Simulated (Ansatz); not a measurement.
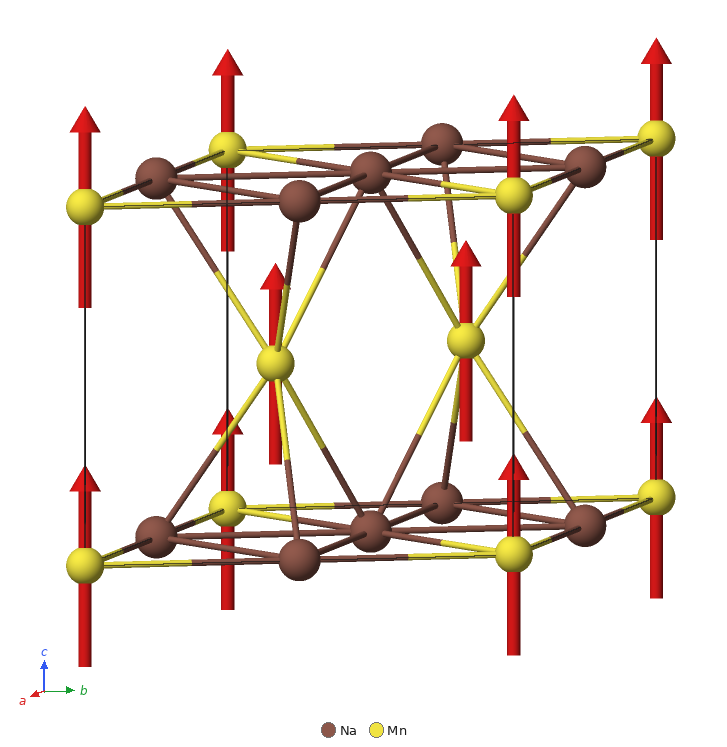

The figure gives a ball-and-stick picture of the atoms, viewed slightly off an axis. The frame is the simulation cell; atoms at its boundary are shown with their periodic copies. Arrows are the site magnetic moments above 0.25 μB; longer means larger, and red and blue are up and down (without spin-orbit coupling the axis itself is arbitrary).

This is the state reached for NaMn. The calculation used DFT PBE, scalar-relativistic, plane waves, PAW in Ansatz, with plane waves up to 420 eV, k-grid 6×6×8, Gaussian smearing of 0.1 eV, collinear spins.

Question: How are the moments ordered?

Answer: Ferromagnetic (within this cell). Site moments: 3 Mn +4.5 μB. The net spin moment of the whole cell is 13.7 μB.

It goes back to a textbook structure type filled with these elements (whether it is the usual form wasn't checked). It was relaxed with DFT PBE, scalar-relativistic, plane waves, PAW (Ansatz).
